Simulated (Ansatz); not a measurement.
SnO2 (rutile)

```
SnO2
1.0
    4.75991     0.00000     0.00000
    0.00000     4.75991     0.00000
    0.00000     0.00000     3.20075
Sn O
2 4
Direct
  0.00000   0.00000   0.00000
  0.50000   0.50000   0.50000
  0.30591   0.30591   0.00000
  0.80591   0.19409   0.50000
  0.19409   0.80591   0.50000
  0.69409   0.69409   0.00000
```

E(V) scan at fixed shape, V₀ the volume above. The atoms relax within the cell's symmetry.

Method: r2SCAN (plane waves to 500 eV, PAW, scalar-relativistic; Ansatz, an electronic-structure program). k mesh 7×7×10 (Γ-centred), Fermi-Dirac smearing 0.05 eV. The energy includes the smearing's −TS. With the shape held, the modulus is that of even scaling; a crystal free to change shape is softer. SnO2 was relaxed with its symmetry unable to fall. ΔE is measured from the relaxed starting cell.

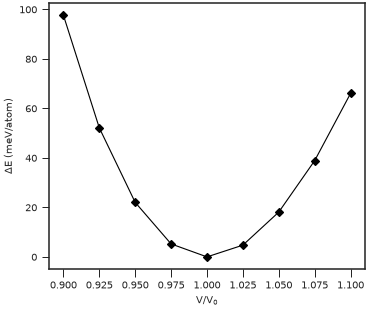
Figure. ΔE (meV/atom) against V/V₀; markers are the computed points, lines only join them.

Question: What is ΔE at V/V₀ = 0.900?

Answer: About 98 meV/atom.

Question: What is ΔE at V/V₀ = 1.100?

Answer: About 66 meV/atom.

Question: What bulk modulus at fixed cell shape B₀ follows from a third-order Birch-Murnaghan fit?

Answer: About 210 GPa.

(A scan under strain: stresses follow from slopes of the energy per volume, elastic moduli from its curvatures.)
